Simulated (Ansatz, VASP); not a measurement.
# Si2W in two plane-wave programs, part 2 of 2

Wanted: the spread between two codes on one cell, functional and k mesh. The cell is taken from a series of VASP runs on this material, whose earlier steps may have relaxed, scaled or displaced it; both programs get it as it stands. Valence electrons are named where the data sets of a main pair hold unlike numbers.

VASP 6.6.1 and Ansatz 0.2.0.

So far: Starting point; VASP: band structure, PBE with D3(BJ), spin-orbit coupling.

**3. Ansatz: band structure, PBE with D3(BJ), spin-orbit coupling**

Level of this step: Ansatz beside VASP: Kohn-Sham DFT, plane waves, PBE with D3(BJ), spin-orbit coupling (Ansatz).

Ansatz runs on its fully relativistic PAW (standard-fr) files.

The same cell, functional, mesh and smearing now go to Ansatz, which takes its cutoff from its data sets.

input.yaml

```yaml
crystal:
  lattice:
    - [-1.5957015018, 1.5957015018, 3.8947253072]
    - [1.5957015018, -1.5957015018, 3.8947253072]
    - [1.5957015018, 1.5957015018, -3.8947253072]
  atoms:
    - { symbol: Si, position: [0.3343069257, 0.3343069257, 0.0] }
    - { symbol: Si, position: [0.6656930743, 0.6656930743, 0.0] }
    - { symbol: W, position: [0.0, 0.0, 0.0] }
hamiltonian:
  xc: pbe
  pseudopotentials: { kind: paw_fr }
  dispersion: d3bj
magnetization:
  noncollinear: true
  spin_orbit: true
kpoints:
  mp_grid: { grid: [8, 8, 8] }
  band_path:
    path:
      - [0.0, 0.0, 0.0]
      - [0.0, 0.0, 0.2]
      - [0.0, 0.0, 0.4]
      - [-0.01119, 0.01119, 0.5]
      - [-0.04476, 0.04476, 0.5]
      - [-0.07834, 0.07834, 0.5]
      - [-0.13941, 0.13941, 0.44452]
      - [-0.22262, 0.22262, 0.36131]
      - [-0.29197, 0.29197, 0.29197]
      - [-0.17518, 0.17518, 0.17518]
      - [-0.05839, 0.05839, 0.05839]
      - [0.06667, 0.06667, -0.06667]
      - [0.26667, 0.26667, -0.26667]
      - [0.46667, 0.46667, -0.46667]
      - [0.44452, 0.55548, -0.44452]
      - [0.36131, 0.63869, -0.36131]
      - [0.29197, 0.70803, -0.29197]
      - [0.17518, 0.62482, -0.17518]
      - [0.05839, 0.54161, -0.05839]
      - [0.03333, 0.46667, 0.03333]
      - [0.13333, 0.36667, 0.13333]
      - [0.23333, 0.26667, 0.23333]
      - [0.31667, 0.31667, 0.16095]
      - [0.41667, 0.41667, 0.02738]
      - [0.5, 0.5, -0.08393]
      - [0.5, 0.5, -0.25036]
      - [0.5, 0.5, -0.41679]
      - [0.03333, 0.03333, 0.46667]
      - [0.13333, 0.13333, 0.36667]
      - [0.25, 0.25, 0.25]
    npoints: 1
scf:
  occupations: { method: gaussian, width: 0.05 }
  n_extra_bands: 14
output:
  forces: true
  stress: true
  eigenvalues: true
```

On the command line:

```console
ansatz run input.yaml --threads 2 --pin off --max-ram 4608MiB --backend cpu --events-out ev --progress --plain --runs-dir out
```

Numbers of over 12 decimals in the logs are rounded to 6 here.

Output:

```text
scf.n_extra_bands = 14 over 22 filled bands (N_el = 22.0): the run solves 36 bands
Engine: ansatz 0.2.0, aarch64-unknown-linux-gnu
Pseudopotentials: kind: paw_fr
Pseudopotential: Si, paw_fr, valence charge 4, recommended cutoff 420 eV (normal), Si.paw.azcp#standard-fr
Pseudopotential: W, paw_fr, valence charge 14, recommended cutoff 420 eV (normal), W.paw.azcp#standard-fr
Functional definition: PBE
  parameter kappa = 0.804
  parameter beta = 0.066725
  exchange = pbe_x(kappa = kappa, mu = beta*pi^2/3)
  correlation = pbe_c(beta = beta)
non-collinear run that drives no moment, with spin-orbit: no starting moment large enough to seed its density (crystal.atoms[].spin), no starting occupations that ask for one, no magnetisation constraint and no magnetic field, so the semilocal B_xc is pinned to zero
Crystal: 3 atoms, lattice volume = 39.668 Å³
Basis set: ecut = 420 eV, 769 PW (Γ), exchange–correlation on 64×64×64 points (8 copies of the dense FFT grid, shifted against one another)
Bands: 36, of which v1, the nominal top of the filled ones, is band 22 counted from 1 (21 counted from 0)
Symmetry: 16 space group operations + 16 with time reversal
Magnetic group: BNS 139.532 (UNI 1192), of the structure as read, at distance tolerance 3.4e-5 Å
k-points: 59 of 512
Projection manifold: j_resolved (fully-relativistic pseudo-atomic orbitals)
Non-local potential: Si, projectors of the file, l = 0: 2, l = 1: 4, l = 2: 4
Non-local potential: W, projectors of the file, l = 0: 3, l = 1: 4, l = 2: 4, l = 3: 2
PAW form: soft (Blöchl's): semilocal exchange-correlation on the pseudo side does not see the compensation charge
PAW one-centre angular grid: Si, 110 points (default); XC on 64 Gauss nodes
PAW one-centre angular grid: W, 590 points (default); XC on 64 Gauss nodes
Initial density: superposition of atomic densities (chi_scale 0.1, normalization cell, long waves kept (reshape's long-wave potential 0.00 eV rms))
Initial wavefunctions: pseudopotential atomic-orbital guess
Functional: x = pbe(κ = 0.804, μ = 0.219515), c = pbe(β = 0.066725)
SCF iter   1: F=—  HF=-11684.038346 eV  |F-HF|=—  |Δ(HF+E_count)|=         —  Δρ=4.89e-2  dr2=9.13e-1  dr2_m=0.00e0 (ungated)  ethr=3.10e-3  |M|=0.00e0 ∫|m|=0.00e0 μB  |m|>n=0.0e0 m-floor=0.0e0 τ_xc=0.0e0  β_m=0.30  ⟨swp⟩=5.7  Hψ=5391  notcnv=0  defer=46
preconditioner: auto → Kerker (q_TF=auto, 2.473 Å⁻¹)  [metal: Δε(μ)=0.040 eV  Ē_g=10.093 eV  σ=0.050 eV  W_gap=0.40  n_scr=10 (ndim 8)  ℏωp=22.1 eV  f_vac=0.000  D(μ)=0.87/eV (n_scr^D=2)]
spin=Noncollinear: Kerker preconditioning applied to the charge; magnetization (m_x, m_y, m_z) channels mix plain (no charge-response kernel on spin).
SCF iter   2: F=—  HF=-11683.885191 eV  |F-HF|=—  |Δ(HF+E_count)|=   1.53e-1  Δρ=3.49e-2  dr2=3.96e-1  dr2_m=0.00e0 (ungated)  ethr=3.10e-3  |M|=0.00e0 ∫|m|=0.00e0 μB  |m|>n=0.0e0 m-floor=0.0e0 τ_xc=0.0e0  β_m=0.61  ⟨swp⟩=2.0  Hψ=1439  notcnv=0  defer=354
preconditioner: auto → none  [insulator: Δε(μ)=0.099 eV  Ē_g=10.050 eV  σ=0.050 eV  W_gap=0.72  n_scr=10 (ndim 8)  ℏωp=22.1 eV  f_vac=0.000  D(μ)=0.34/eV (n_scr^D=0)  ε∞_Penn≈5.8]
SCF iter   3: F=—  HF=-11683.799897 eV  |F-HF|=—  |Δ(HF+E_count)|=   8.53e-2  Δρ=9.91e-3  dr2=7.41e-2  dr2_m=0.00e0 (ungated)  ethr=1.80e-3  |M|=0.00e0 ∫|m|=0.00e0 μB  |m|>n=0.0e0 m-floor=0.0e0 τ_xc=0.0e0  β_m=0.53  ⟨swp⟩=2.9  Hψ=1573  notcnv=0  defer=428
SCF iter   4: F=—  HF=-11683.784738 eV  |F-HF|=—  |Δ(HF+E_count)|=   1.52e-2  Δρ=1.86e-3  dr2=1.33e-3  dr2_m=0.00e0 (ungated)  ethr=3.37e-4  |M|=0.00e0 ∫|m|=0.00e0 μB  |m|>n=0.0e0 m-floor=0.0e0 τ_xc=0.0e0  β_m=0.59  ⟨swp⟩=2.1  Hψ=1354  notcnv=0  defer=460
SCF iter   5: F=—  HF=-11683.784545 eV  |F-HF|=—  |Δ(HF+E_count)|=   1.93e-4  Δρ=3.91e-4  dr2=5.17e-5  dr2_m=0.00e0 (ungated)  ethr=6.06e-6  |M|=0.00e0 ∫|m|=0.00e0 μB  |m|>n=0.0e0 m-floor=0.0e0 τ_xc=0.0e0  β_m=0.64  ⟨swp⟩=2.1  Hψ=1545  notcnv=0  defer=462
SCF iter   6: F=—  HF=-11683.784521 eV  |F-HF|=—  |Δ(HF+E_count)|=   2.39e-5  Δρ=6.67e-5  dr2=4.94e-7  dr2_m=0.00e0 (ungated)  ethr=2.35e-7  |M|=0.00e0 ∫|m|=0.00e0 μB  |m|>n=0.0e0 m-floor=0.0e0 τ_xc=0.0e0  β_m=0.74  ⟨swp⟩=2.2  Hψ=1517  notcnv=0  defer=462
SCF iter   7: F=-11683.784522 eV  HF=-11683.784522 eV  |F-HF|=6.01e-9  |Δ(HF+E_count)|=   6.18e-7  Δρ=7.07e-6  dr2=1.31e-8  dr2_m=0.00e0 (ungated)  ethr=4.55e-10  |M|=0.00e0 ∫|m|=0.00e0 μB  |m|>n=0.0e0 m-floor=0.0e0 τ_xc=0.0e0  ⟨swp⟩=10.1  Hψ=5467  notcnv=0
SCF 1 converged in 7 iterations: F = -11683.784522 eV  dr2 = 1.31e-8
  greatest PAW one-centre occupation: 0.999 electrons in one spin orbital (limit 2), on the W atom at site 2 (counted from 0), in its partial waves of l = 0
NSCF: frozen V_eff on 30 k-points
SCF converged after 7 iterations
Magnetization: |M| = 0.0000 μB,  M = (+0.0000, +0.0000, +0.0000) μB
Absolute magnetization: 0.0000 μB (∫|m|)
  site 0: m = (+0.0000, +0.0000, +0.0000) μB, |m| = 0.0000 μB  (R = 1.06 Å)
  site 1: m = (+0.0000, +0.0000, +0.0000) μB, |m| = 0.0000 μB  (R = 1.06 Å)
  site 2: m = (+0.0000, +0.0000, +0.0000) μB, |m| = 0.0000 μB  (R = 1.07 Å)
Free energy (F): -11683.784522 eV
Harris-Foulkes:  -11683.784522 eV  (|F-HF|=6.01e-9)
Internal energy: -11683.784171 eV  (E = F + TS)
E sigma→0 (E₀):  -11683.784346 eV
Entropy (-TS):   -0.000351 eV (-0.117 meV/atom)
Fermi energy:    17.073273 eV
--- Per-component energies (eV) ---
  E_band       = -75.665193
  E_kinetic    = 543.499245
  E_local      = -932.734847  (includes V_loc(G=0)·N_el)
  E_nonlocal   = 46.131241
  E_hartree    = 368.286055
  E_xc         = -382.548583
  E_vxc        = -339.702451  (∫ρ·V_xc dr)
  E_paw        = -9609.158157  (= ΣΔE_a)
  E_vpaw       = -129.426457  (= ΣTr[D̂ρ^β])
  E_aug_tail   = -0.000058  (compensation charges beyond the density's cutoff)
  E_ewald      = -1715.507367
  E_disp       = -1.751700  (pairwise vdW)
  E_smearing   = -0.000351  (= −TS)
  E_closure    = 0.000000  (closes the sum)
  Σ components = -11683.784522   (vs F -11683.784522, Δ=0.00e0)
--- Forces (eV/Å), atoms counted from 1 ---
  atom   1  Si    -0.00000000    -0.00000000    -0.00521735
  atom   2  Si     0.00000000    -0.00000000     0.00521735
  atom   3  W     -0.00000000     0.00000000    -0.00000000
  max |Σ_I F_I| component: 1.04e-17 eV/Å
--- Stress (GPa, compression-positive) ---
        0.513122      -0.000000       0.000000
       -0.000000       0.513122       0.000000
        0.000000       0.000000       0.269516
  P = ⅓ Tr σ = 0.4319 GPa (4.319 kbar)
--- Band table (eV; the first three rows and the last of 59) ---
  k-point 0: bands = [... 18 lower, 14.3155, 14.3155, 17.8071, 17.8071, 19.6734, 19.6734, 19.9711, 19.9711, ... 10 higher]
  k-point 1: bands = [... 18 lower, 15.2089, 15.2089, 15.8253, 15.8253, 19.5896, 19.5896, 20.6117, 20.6117, ... 10 higher]
  k-point 2: bands = [... 18 lower, 14.2889, 14.2889, 15.1347, 15.1347, 20.1461, 20.1461, 20.4453, 20.4453, ... 10 higher]
  k-point 58: bands = [... 18 lower, 16.4141, 16.4141, 16.5183, 16.5183, 16.7291, 16.7291, 18.0183, 18.0183, ... 10 higher]
```

The job ended after 11 s (2 threads of Arm Neoverse V1, shared host; peak memory 0.49 GiB; 22 s of CPU time).

**4. Side by side**

Known differences besides the potentials themselves: spin-orbit coupling enters by fully relativistic files in Ansatz and inside the spheres in VASP; the data sets hold 22 valence electrons in Ansatz (on its fully relativistic PAW (standard-fr) files) and 14 in VASP; the cutoff is 420 eV in Ansatz and 400 eV in VASP. Total energies have different zeros and are not compared.

Both answers:

```csv
quantity,Ansatz,VASP,difference
pressure (GPa),0.43,-0.10,+0.53
```

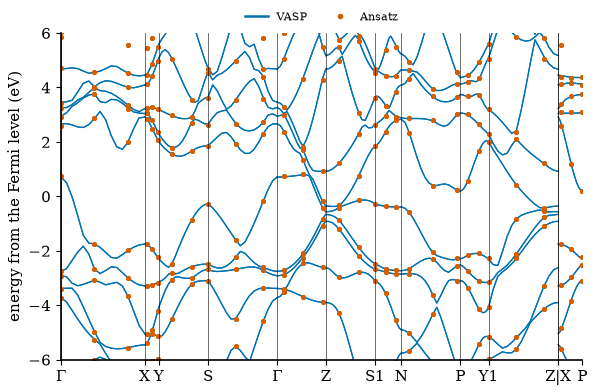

Bands from VASP (lines) and levels from Ansatz (dots). Dots without a line are higher empty bands that the VASP plot leaves out.

At this near-relaxed geometry the largest component of a force difference is 6 meV/Å. Levels from 3 eV below to 2 eV above the Fermi level differ by 13 meV r.m.s. and 47 meV at most; each VASP level is matched to the nearest of Ansatz, which flatters the figure a little.

**5. Outcome**

```
r.m.s. difference of levels near the Fermi level (band structure, PBE with D3(BJ), spin-orbit coupling) : 13 meV
difference in pressure (band structure, PBE with D3(BJ), spin-orbit coupling)                           : 0.53 GPa
```

The difference in pressure is 0.53 GPa (band structure, PBE with D3(BJ), spin-orbit coupling), within the 1 GPa picked in this series as the mark of a large difference. The data sets hold unlike numbers of valence electrons (22 in Ansatz and 14 in VASP), so part of the differences comes from the potentials. 6 further runs of this series are not shown here. Such differences can come from data sets, numerical settings and the points named under the comparisons, not from the functional's error against experiment.

[Lines on the potential files, build, host, timing and source positions are cut from VASP's logs without a mark.]

[Logs are printed without paths, hosts, clocks, repeated set-up lines and the standing remarks that a program may print on its own settings, such as how far it seeks lower states.]

[Hosts, paths, dates, database ids (printed as entryN), source tags and the programs' standing remarks are cut or masked in the printed files.]
